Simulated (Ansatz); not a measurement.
CH₆BNSi: nudged elastic band

CH₆BNSi, SMILES NB1C[SiH2]1, computed with RKS BHLYP/def2-SVP (Ansatz 0.2.0).

One setting was made poor on purpose. It belongs to a series of runs on one base structure; here: band between the two ends. Figures and captions count atoms from 1; the log counts them from 0 in places.

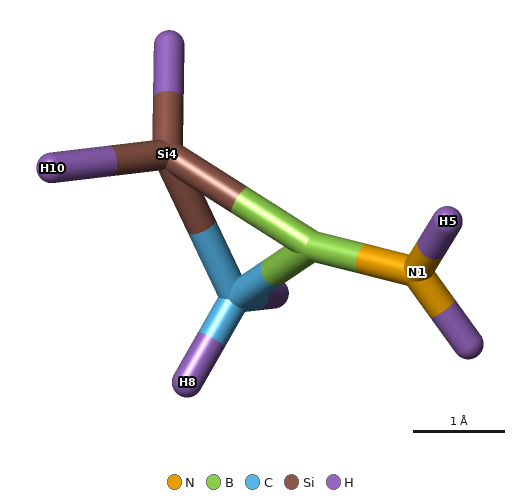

Figure 1. The starting structure (stick view, seen at a tilt; atoms are numbered from 1 in the order of the input).

## Input
```yaml
crystal:
  periodic: [false, false, false]
  atoms:
    - { symbol: "N", position_ang: [-1.542328, 0.46614, -1.030274] }
    - { symbol: B, position_ang: [-0.421048, 0.198729, -0.283493] }
    - { symbol: C, position_ang: [0.394726, -1.035162, 0.223852] }
    - { symbol: Si, position_ang: [1.140534, 0.622877, 0.804342] }
    - { symbol: H, position_ang: [-1.869845, 1.397944, -1.213903] }
    - { symbol: H, position_ang: [-2.107941, -0.257786, -1.442167] }
    - { symbol: H, position_ang: [-0.065273, -1.684888, 0.971822] }
    - { symbol: H, position_ang: [0.957342, -1.613635, -0.512554] }
    - { symbol: H, position_ang: [1.061787, 0.91435, 2.25121] }
    - { symbol: H, position_ang: [2.452047, 0.991442, 0.231177] }
basis:
  gaussian: { orbitals: def2-SVP }
hamiltonian:
  xc: { name: BHLYP }
neb:
  order_check: false
  images: 5
  f_tol: 0.05
  max_iterations: 60
  initial_path: linear
  final_atoms:
    - { symbol: "N", position_ang: [-1.5425466, 0.46610802, -1.03033738] }
    - { symbol: B, position_ang: [-0.42126157, 0.19850078, -0.28374837] }
    - { symbol: C, position_ang: [0.39464997, -1.03510906, 0.22381653] }
    - { symbol: Si, position_ang: [1.14027183, 0.62282619, 0.80422821] }
    - { symbol: H, position_ang: [-2.10807764, -0.25761246, -1.44272158] }
    - { symbol: H, position_ang: [-1.86931454, 1.39839059, -1.21303096] }
    - { symbol: H, position_ang: [-0.06500685, -1.6849627, 0.97189888] }
    - { symbol: H, position_ang: [0.95771455, -1.6134022, -0.51238685] }
    - { symbol: H, position_ang: [1.06172947, 0.91410291, 2.25109232] }
    - { symbol: H, position_ang: [2.45184238, 0.99116891, 0.2312012] }
```

Run on 1 thread of Arm Neoverse V1, 24 GiB of memory available, shared host.

Command:
```bash
ansatz run input.yaml --threads 1 --pin off --max-ram 2048MiB --backend cpu --events-out ev --progress --plain --runs-dir out
```

## Output
```
Engine: ansatz 0.2.0, aarch64-unknown-linux-gnu
Functional definition: BHLYP
  parameter a = 0.5
  exchange = (1 - a)*b88_x + a*exact_x
  correlation = lyp_c
987 factors; integrals over basis functions are off by at most 4.0e-4 eV
mean field evaluation 1: about -11165.2787 eV, gradient 5.2e1 eV
mean field evaluation 2: about -11165.3295 eV, gradient 5.0e1 eV
mean field evaluation 4: about -11171.4305 eV, gradient 1.0e0 eV
mean field evaluation 8: about -11171.4852 eV, gradient 4.4e-2 eV
mean field -11171.48524484 eV, -410.5445104431 hartree, gradient 6.8e-5 eV, S^2 0.000000; 0 other end points of the search recorded, 0 dependent functions left out
the calculation of the forces begins
reference -11171.48541971 eV, -410.5445168695 hartree; 19, 19 occupied and 71, 71 virtual orbitals, 987 factors
987 factors; integrals over basis functions are off by at most 6.5e-4 eV
mean field evaluation 16: about -11165.2790 eV, gradient 5.2e1 eV
mean field -11171.48524009 eV, -410.5445102687 hartree, gradient 6.8e-5 eV, S^2 0.000000; 0 other end points of the search recorded, 0 dependent functions left out
[... from here on the field's lines of each further geometry are left out, up to the last ...]
NEB iter   1: max|band force component| = 2.242e0 eV/Å  barrier→ = 1.5264 eV  barrier← = 1.5264 eV  Δτ_max = 0.0976 Å  (189 SCF iters)
NEB iter   2: max|band force component| = 8.444e-1 eV/Å  barrier→ = 1.4280 eV  barrier← = 1.4280 eV  Δτ_max = 0.1735 Å  (164 SCF iters)
NEB iter   3: max|band force component| = 6.404e-1 eV/Å  barrier→ = 1.3551 eV  barrier← = 1.3551 eV  Δτ_max = 0.1742 Å  (160 SCF iters)
NEB iter   4: max|band force component| = 6.082e-1 eV/Å  barrier→ = 1.2893 eV  barrier← = 1.2893 eV  Δτ_max = 0.0850 Å  (161 SCF iters)
NEB iter   5: max|band force component| = 3.110e-1 eV/Å  barrier→ = 1.2405 eV  barrier← = 1.2405 eV  CI = image 3  Δτ_max = 0.0660 Å  (162 SCF iters)
NEB iter   6: max|band force component| = 1.654e-1 eV/Å  barrier→ = 1.2407 eV  barrier← = 1.2406 eV  CI = image 3  Δτ_max = 0.0289 Å  (163 SCF iters)
NEB iter   7: max|band force component| = 6.824e-2 eV/Å  barrier→ = 1.2387 eV  barrier← = 1.2387 eV  CI = image 3  Δτ_max = 0.0144 Å  (143 SCF iters)
NEB iter   8: max|band force component| = 3.816e-2 eV/Å  barrier→ = 1.2376 eV  barrier← = 1.2376 eV  CI = image 3  Δτ_max = 0.0240 Å  (131 SCF iters)
NEB iter   9: max|band force component| = 5.712e-2 eV/Å  barrier→ = 1.2359 eV  barrier← = 1.2359 eV  CI = image 3  Δτ_max = 0.0120 Å  (34 SCF iters)
NEB iter  10: max|band force component| = 5.598e-2 eV/Å  barrier→ = 1.2346 eV  barrier← = 1.2346 eV  CI = image 3  Δτ_max = 0.0120 Å  (131 SCF iters)
NEB iter  11: max|band force component| = 6.145e-2 eV/Å  barrier→ = 1.2336 eV  barrier← = 1.2336 eV  CI = image 3  Δτ_max = 0.0120 Å  (131 SCF iters)
NEB iter  12: max|band force component| = 6.453e-2 eV/Å  barrier→ = 1.2324 eV  barrier← = 1.2324 eV  CI = image 3  Δτ_max = 0.0240 Å  (130 SCF iters)
NEB iter  13: max|band force component| = 7.858e-2 eV/Å  barrier→ = 1.2300 eV  barrier← = 1.2300 eV  CI = image 3  Δτ_max = 0.0480 Å  (156 SCF iters)
NEB iter  14: max|band force component| = 8.542e-2 eV/Å  barrier→ = 1.2270 eV  barrier← = 1.2270 eV  CI = image 3  Δτ_max = 0.0446 Å  (163 SCF iters)
NEB iter  15: max|band force component| = 1.130e-1 eV/Å  barrier→ = 1.2231 eV  barrier← = 1.2231 eV  CI = image 3  Δτ_max = 0.0425 Å  (155 SCF iters)
NEB iter  16: max|band force component| = 1.031e-1 eV/Å  barrier→ = 1.2186 eV  barrier← = 1.2186 eV  CI = image 3  Δτ_max = 0.0652 Å  (162 SCF iters)
NEB iter  17: max|band force component| = 1.238e-1 eV/Å  barrier→ = 1.2141 eV  barrier← = 1.2141 eV  CI = image 3  Δτ_max = 0.0429 Å  (155 SCF iters)
NEB iter  18: max|band force component| = 8.694e-2 eV/Å  barrier→ = 1.2099 eV  barrier← = 1.2099 eV  CI = image 3  Δτ_max = 0.0387 Å  (161 SCF iters)
NEB iter  19: max|band force component| = 6.906e-2 eV/Å  barrier→ = 1.2072 eV  barrier← = 1.2072 eV  CI = image 3  Δτ_max = 0.0227 Å  (155 SCF iters)
NEB iter  20: max|band force component| = 4.997e-2 eV/Å  barrier→ = 1.2055 eV  barrier← = 1.2055 eV  CI = image 3  Δτ_max = 0.0205 Å  (151 SCF iters)
NEB iter  21: max|band force component| = 4.022e-2 eV/Å  barrier→ = 1.2043 eV  barrier← = 1.2043 eV  CI = image 3  Δτ_max = 0.0197 Å  (34 SCF iters)
NEB iter  22: max|band force component| = 6.012e-2 eV/Å  barrier→ = 1.2034 eV  barrier← = 1.2034 eV  CI = image 3  Δτ_max = 0.0599 Å  (34 SCF iters)
NEB iter  23: max|band force component| = 4.135e-2 eV/Å  barrier→ = 1.2028 eV  barrier← = 1.2028 eV  CI = image 3  Δτ_max = 0.0613 Å  (271 SCF iters)
NEB iter  24: max|band force component| = 9.465e-2 eV/Å  barrier→ = 1.2030 eV  barrier← = 1.2030 eV  CI = image 3  Δτ_max = 0.0308 Å  (33 SCF iters)
NEB iter  25: max|band force component| = 6.269e-2 eV/Å  barrier→ = 1.2024 eV  barrier← = 1.2024 eV  CI = image 3  Δτ_max = 0.0209 Å  (154 SCF iters)
NEB iter  26: max|band force component| = 5.186e-2 eV/Å  barrier→ = 1.2023 eV  barrier← = 1.2023 eV  CI = image 3  Δτ_max = 0.0143 Å  (131 SCF iters)
the calculation of the forces begins
reference -11171.32584692 eV, -410.5386526777 hartree; 19, 19 occupied and 71, 71 virtual orbitals, 987 factors
987 factors; integrals over basis functions are off by at most 5.1e-4 eV
mean field evaluation 1024: about -11170.2832 eV, gradient 2.8e-3 eV
mean field -11170.28316806 eV, -410.5003349363 hartree, gradient 1.6e-5 eV, S^2 0.000000; 1 other end points of the search recorded, 0 dependent functions left out
the calculation of the forces begins
reference -11170.28333925 eV, -410.5003412274 hartree; 19, 19 occupied and 71, 71 virtual orbitals, 987 factors
NEB iter  27: max|band force component| = 1.503e-2 eV/Å  barrier→ = 1.2021 eV  barrier← = 1.2021 eV  CI = image 3  Δτ_max = 0.0000 Å  (266 SCF iters)
```

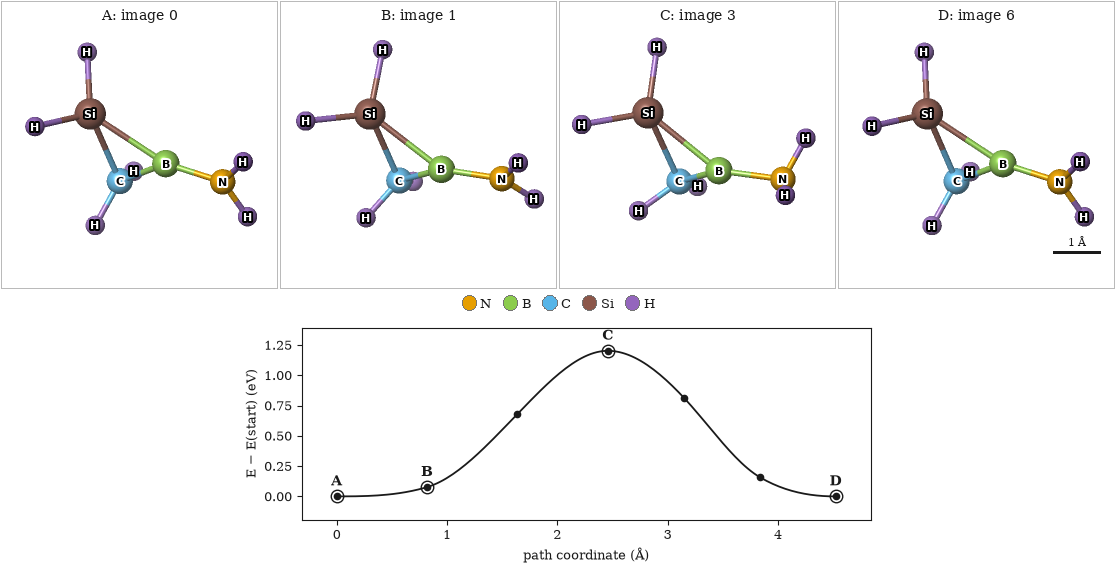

Figure 2. Images of the last band (counted from 0; ball-and-stick, seen at a tilt) above the energy along the path; the line is a cubic interpolation that uses the forces. The highest image is number 3, 1.202 eV above the start and 1.202 eV above the end (the climbing image); start and end have the same energy. The path is 4.52 Å long. The band converged in 27 iterations.

```
Total energy: -11170.28333925 eV, -410.5003412274 hartree
Atom 0 at    -1.708803     0.246339    -0.990967 Å, force    -0.000742    -0.001969    -0.000206 eV/Å
Atom 1 at    -0.368563     0.070917    -0.484277 Å, force    -0.003535    -0.003542    -0.001515 eV/Å
Atom 2 at     0.506604    -1.070412    -0.021523 Å, force     0.008928     0.006573    -0.000422 eV/Å
Atom 3 at     0.980816     0.627113     0.847462 Å, force    -0.000198    -0.004664     0.003734 eV/Å
Atom 4 at    -1.716338     0.929561    -1.739818 Å, force     0.001349     0.002289     0.000133 eV/Å
Atom 5 at    -2.316860     0.644864    -0.283861 Å, force    -0.001411    -0.000207     0.000305 eV/Å
Atom 6 at     0.135982    -2.042775     0.306260 Å, force    -0.001976     0.001276    -0.001114 eV/Å
Atom 7 at     1.463801    -1.159110    -0.546583 Å, force    -0.002540    -0.002850    -0.000284 eV/Å
Atom 8 at     0.597085     0.885698     2.256662 Å, force     0.000245     0.003366    -0.000039 eV/Å
Atom 9 at     2.426277     0.867815     0.656657 Å, force    -0.000121    -0.000274    -0.000592 eV/Å
Dipole moment:    -0.101638     0.200687    -0.059882 e Å
this run last wrote the band of iteration 27 to [file]; this run last wrote the band within `neb.f_tol` of iteration 23 to [file]
```

## The last band as extended XYZ (Å, eV, eV/Å)
```
10
Properties=species:S:1:pos:R:3:forces:R:3 image=0 energy=-11171.48524
N    -1.5423    0.4661   -1.0303    0.0023  -0.0013  -0.0005
B    -0.4210    0.1987   -0.2835   -0.0009   0.0018   0.0029
C     0.3947   -1.0352    0.2239   -0.0021   0.0003  -0.0006
Si    1.1405    0.6229    0.8043    0.0013  -0.0007  -0.0015
H    -1.8698    1.3979   -1.2139   -0.0007   0.0003   0.0000
H    -2.1079   -0.2578   -1.4422   -0.0001  -0.0003  -0.0006
H    -0.0653   -1.6849    0.9718    0.0002  -0.0001   0.0002
H     0.9573   -1.6136   -0.5126    0.0005  -0.0001   0.0003
H     1.0618    0.9143    2.2512    0.0001  -0.0006  -0.0003
H     2.4520    0.9914    0.2312   -0.0006   0.0006   0.0001
10
Properties=species:S:1:pos:R:3:forces:R:3 image=1 energy=-11171.40841
N    -1.5659    0.4716   -0.9704    0.0131   0.0273   0.0215
B    -0.3364    0.1519   -0.4406   -0.0070   0.0250   0.0309
C     0.4108   -1.0585    0.1718   -0.0074   0.0083   0.0125
Si    1.1355    0.6140    0.7531    0.0216   0.0006   0.0042
H    -1.8139    1.4059   -1.2402   -0.0460   0.0688   0.1308
H    -2.3185   -0.1886   -1.0602    0.0437  -0.1414  -0.2126
H    -0.0223   -1.8873    0.7321   -0.0290   0.0430   0.0538
H     1.1747   -1.4122   -0.5327   -0.0423  -0.0452  -0.0039
H     0.7620    1.0960    2.1026    0.0428   0.0076   0.0042
H     2.5740    0.8072    0.4844    0.0105   0.0059  -0.0414
10
Properties=species:S:1:pos:R:3:forces:R:3 image=2 energy=-11170.80529
N    -1.5916    0.3942   -1.0290    0.1502   0.1903  -0.0329
B    -0.3279    0.0898   -0.5101    0.0521   0.0338  -0.0314
C     0.4449   -1.0741    0.1110   -0.0509   0.0101   0.1190
Si    1.0799    0.6124    0.7700    0.1103  -0.0298  -0.0652
H    -1.7167    1.2507   -1.5329   -0.0150   0.4614   0.3099
H    -2.4324    0.1415   -0.5427   -0.1715  -0.7046  -0.3246
H     0.0814   -2.0099    0.5338   -0.0208   0.0316   0.2061
H     1.3088   -1.2554   -0.5506   -0.1726  -0.0681  -0.0565
H     0.6229    1.0227    2.1255    0.0040   0.0967  -0.1295
H     2.5306    0.8281    0.6250    0.1142  -0.0212   0.0051
10
Properties=species:S:1:pos:R:3:forces:R:3 image=3 energy=-11170.28317
N    -1.7088    0.2463   -0.9910   -0.0007  -0.0020  -0.0002
B    -0.3686    0.0709   -0.4843   -0.0035  -0.0035  -0.0015
C     0.5066   -1.0704   -0.0215    0.0089   0.0066  -0.0004
Si    0.9808    0.6271    0.8475   -0.0002  -0.0047   0.0037
H    -1.7163    0.9296   -1.7398    0.0013   0.0023   0.0001
H    -2.3169    0.6449   -0.2839   -0.0014  -0.0002   0.0003
H     0.1360   -2.0428    0.3063   -0.0020   0.0013  -0.0011
H     1.4638   -1.1591   -0.5466   -0.0025  -0.0029  -0.0003
H     0.5971    0.8857    2.2567    0.0002   0.0034   0.0000
H     2.4263    0.8678    0.6567   -0.0001  -0.0003  -0.0006
10
Properties=species:S:1:pos:R:3:forces:R:3 image=4 energy=-11170.66916
N    -1.6911    0.3398   -0.8673    0.0375   0.1385   0.1882
B    -0.3747    0.1444   -0.4015   -0.0109   0.0981   0.1294
C     0.5860   -1.0239   -0.1287    0.0969   0.0533  -0.1082
Si    0.9348    0.5637    0.9711   -0.0561  -0.0781   0.1536
H    -1.8472    0.5102   -1.8455   -0.1771  -0.6962  -0.2137
H    -2.2644    0.9581   -0.3236    0.0952   0.5345  -0.0948
H     0.1606   -1.9938    0.1445   -0.0251   0.0881  -0.1277
H     1.5396   -1.1316   -0.6413    0.0768  -0.0406  -0.0849
H     0.6196    0.6907    2.4054    0.0698  -0.1777   0.1741
H     2.3368    0.9424    0.6871   -0.1071   0.0802  -0.0160
10
Properties=species:S:1:pos:R:3:forces:R:3 image=5 energy=-11171.32567
N    -1.6209    0.4807   -0.8772    0.0664   0.1441  -0.0112
B    -0.3806    0.2089   -0.3422    0.0040   0.0528   0.0502
C     0.6294   -0.9655   -0.1760    0.0031   0.0233  -0.0039
Si    0.9237    0.4893    1.0605    0.0123  -0.0563   0.0588
H    -1.9871    0.0864   -1.7246   -0.1180  -0.4141   0.0965
H    -2.2008    1.2019   -0.4895    0.0725   0.2581  -0.1820
H     0.2085   -1.9451    0.0639    0.0047   0.0452  -0.0119
H     1.5257   -1.0595   -0.7896   -0.0364   0.0172  -0.1036
H     0.6507    0.4352    2.5097    0.0476  -0.1636   0.0714
H     2.2514    1.0677    0.7649   -0.0562   0.0932   0.0358
10
Properties=species:S:1:pos:R:3:forces:R:3 image=6 energy=-11171.48524
N    -1.5425    0.4663   -1.0303    0.0048   0.0018   0.0006
B    -0.4213    0.1986   -0.2837    0.0017   0.0009   0.0064
C     0.3946   -1.0352    0.2237   -0.0008  -0.0039  -0.0013
Si    1.1403    0.6226    0.8043    0.0012   0.0012  -0.0012
H    -2.1081   -0.2573   -1.4427   -0.0016   0.0026  -0.0006
H    -1.8692    1.3987   -1.2128   -0.0042  -0.0033  -0.0032
H    -0.0651   -1.6851    0.9717   -0.0007   0.0002  -0.0008
H     0.9576   -1.6134   -0.5126   -0.0001  -0.0006   0.0000
H     1.0618    0.9137    2.2512   -0.0005   0.0000   0.0007
H     2.4519    0.9910    0.2313    0.0003   0.0011  -0.0006
```

## Results in brief

| quantity | value |
| --- | --- |
| outcome | converged |
| barrier, forward | 1.202 eV |
| barrier, backward | 1.202 eV |
| wall time | 7.3 min |
| peak memory | 0.18 GiB |

## Remarks

A deliberately poor setting: straight start. The order of the saddle point was not checked.
